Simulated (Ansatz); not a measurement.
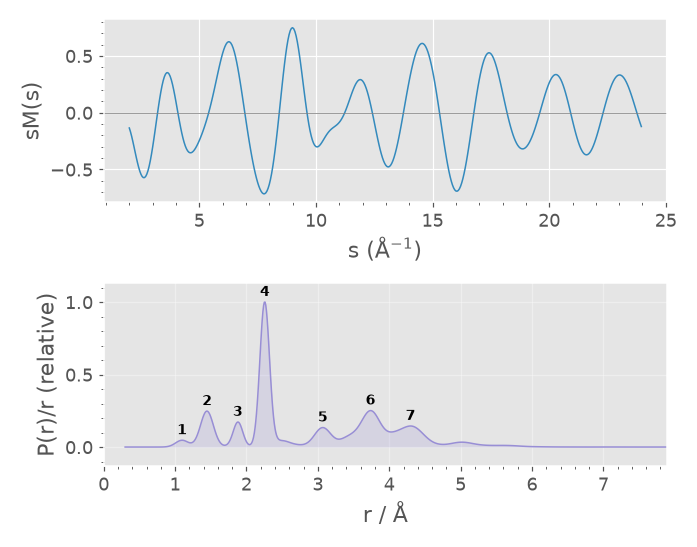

Simulated gas electron diffraction: reduced molecular intensity sM(s) from the Debye equation in the first Born approximation (top) and the radial distribution curve (bottom) of CH12Si4. Each pair of atoms contributes with weight ZᵢZⱼ/r; damping constant 0.001 Å²; vibrational amplitudes assumed, not computed: 0.05 Å for bonds, 0.078 Å for bonds to H, 0.06 + 0.015 r up to 0.15 Å for other pairs. The geometry is the end point of an optimisation (RKS B3LYP-D4/STO-3G (Ansatz 0.2.0)); it may be a saddle point or a higher isomer.

Q: Read the positions of the numbered peaks and name the main pairs (– for bonds).

A: Peak 1, 1.10 Å: C–H 1.10 Å (×3)
Peak 2, 1.45 Å: Si–H 1.44–1.45 Å (×9)
Peak 3, 1.88 Å: Si–C 1.88 Å
Peak 4, 2.26 Å: Si–Si 2.25–2.26 Å (×3)
Peak 5, 3.07 Å: Si···H 3.04–3.10 Å (×13), not resolved
Peak 6, 3.74 Å: Si···H 3.58–3.80 Å (×5), Si···Si 3.74–3.75 Å (×2), not resolved; in its flanks Si···C 3.42 Å
Peak 7, 4.30 Å: Si···C 4.04–4.45 Å (×2), Si···H 4.05–4.40 Å (×8), Si···Si 4.31 Å, not resolved
